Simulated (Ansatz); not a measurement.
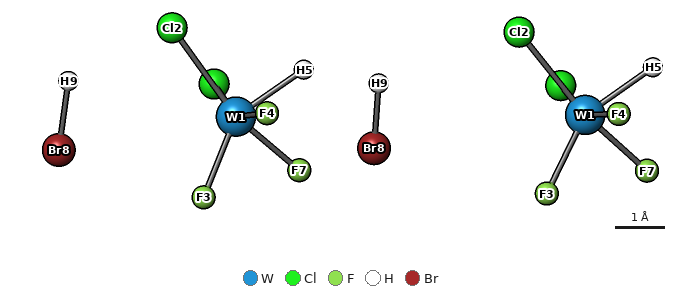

Two geometries of WH₂BrCl₂F₃, drawn at one scale. One is the start of a relaxation, the other its converged end. A ball-and-stick model, seen at a tilt.

Level of theory: RKS PBE/def2-SVP (Ansatz 0.2.0). (no spin polarisation; force threshold 0.03 eV/Å; at most 50 steps)

Which geometry has the lower energy?

The right one is the relaxed one. The run prepares an end point of a later path (reaction) calculation, from a guessed geometry. Over 8 accepted moves (9 points after the start) the energy falls by 3.18 kcal/mol. Largest force component: 0.97 eV/Å at the start, 0.029 eV/Å at the end. The line search rejected the trial step at point 3 of the run. The forces were under the threshold at step 6, but the run went on from there. The largest move after the best rigid fit is that of an H atom, 0.62 Å. Largest moves by element: H 0.62 Å, Br 0.52 Å, F 0.24 Å, W 0.20 Å, Cl 0.17 Å. Near-neighbour distances that change, for instance: Cl–W 2.368 → 2.295 Å, Br–H 1.506 → 1.438 Å, H–W 1.706 → 1.713 Å, F–W 1.886 → 1.890 Å. Bond angles that change, for instance: Cl–W–F 113.4° → 107.6°, F–W–H 143.8° → 148.7°, F–W–Cl 118.4° → 114.3°. The run took 11 s on 4 threads of AMD EPYC 9R45 96-Core Processor (Zen 5), on a shared host, peak memory 0.26 GiB.

Limits of the set-up: the start holds two separate molecules, 2.6 Å apart at their closest, whose relative position is a soft coordinate and is computed without a dispersion correction.
